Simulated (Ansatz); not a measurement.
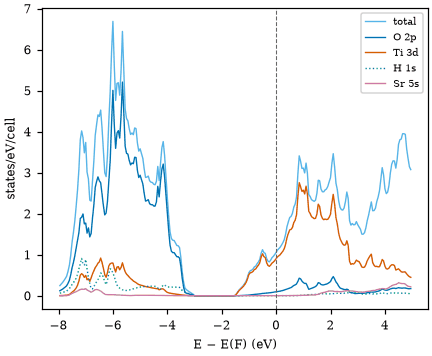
*Total and projected density of states of SrTiHO2 in space group P4/mmm (No. 123; Sr on 1a, Ti on 1d, O on 2e, H on 1c), the program Ansatz at the r²SCAN level (PAW)*

### Question
Which orbitals carry the states next to the Fermi level?

### Answer
Within 0.5 eV of the Fermi level: Ti 3d 86 %, O 2p 9 %. Projections are on Löwdin-orthogonalised atomic valence shells; empty p or d shells of many metals are not among them.

### Question
Where is the tallest occupied peak in this window, and what makes it?

### Answer
Near -6.0 eV, about 6.7 states/eV per cell; the largest projected share is O 2p.

The start of the workflow was typed in or built on a structure type; neither database checked (COD, Materials Project) lists it. Its standing as an ambient phase is unchecked. Symmetry was held in the r²SCAN relaxation; whether a distortion lowers the energy is not shown. Spin order of the final state: ferromagnetic, the only order run, not a proven ground state. The cell computed holds one magnetic atom, so no antiferromagnetic order was within reach. Other orbital occupations within this spin state were not tried. No Hubbard U is applied. The compound may be a true metal, but semilocal functionals without U, or a wrong spin order, can also close a gap. Spin–orbit coupling is left out wherever it is not named.

Potentials: the earlier of the program's two PAW sets.
